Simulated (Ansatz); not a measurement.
**Loss of H2O: W(OH)2O2 → WO3 + H2O**

Species: W(OH)2O2 (tungstic acid), singlet; WO3 `[O]=[W](=[O])=[O]`, singlet; H2O (water) `O`, singlet. This is a balance of energies; it says nothing on the path, which may need atoms to shift.

Shapes, held fixed at every level: PBE0-D4/def2-TZVP. Flexible molecules stand in one conformer, not always the lowest. Programs: Ansatz 0.2.0. The zero-point and thermal change to 298 K, harmonic and unscaled (PBE0-D4/def2-TZVP), is -3.0 kJ/mol.

**What was measured.** Tabulated heats of formation (Active Thermochemical Tables, NIST-JANAF tables): W(OH)2O2 -905.8 (JANAF); WO3 -292.9 (JANAF); H2O -241.8 (ATcT) kJ/mol, which give ΔH(298 K) = +371.1 kJ/mol.

```csv
level,kind,ΔH (kJ/mol),computed − measured
SPW92/def2-TZVPP,LDA,+371.9,+0.7
B3LYP-D4/def2-TZVPP,global hybrid,+350.4,-20.7
PBE0-D4/def2-TZVPP,global hybrid,+356.8,-14.3
MP2/def2-SVP,perturbation theory,+307.6,-63.5
MP2/def2-TZVPP,perturbation theory,+314.0,-57.1
CCSD/def2-SVP,coupled cluster or CI,+351.1,-20.0
CCSD/def2-TZVPP,coupled cluster or CI,+359.7,-11.5
CCSD(T)/def2-TZVPP,coupled cluster or CI,+342.5,-28.7
```

Nearest: SPW92/def2-TZVPP (+0.7); farthest: MP2/def2-SVP (-63.5). 1 of 8 levels lie within 10 kJ/mol. The heats of W(OH)2O2 come from older tables and can be uncertain by 10 kJ/mol or more. The tabulated value of WO3 is in doubt (older tables, estimates, or at odds with other calculations) and kept here. For atoms past krypton def2 sets carry core potentials with scalar relativity. Outer-core shells of W are correlated, in sets that cover them unevenly.

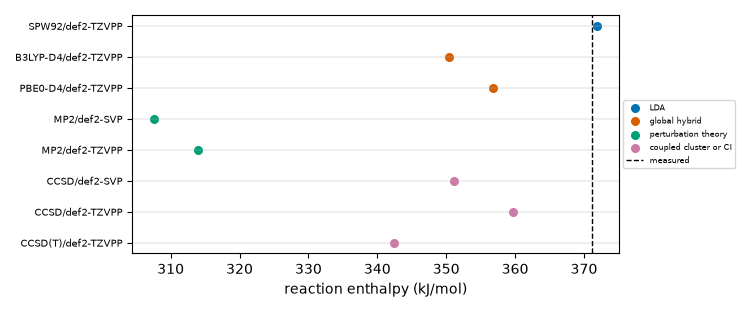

The values of the table, level by level.
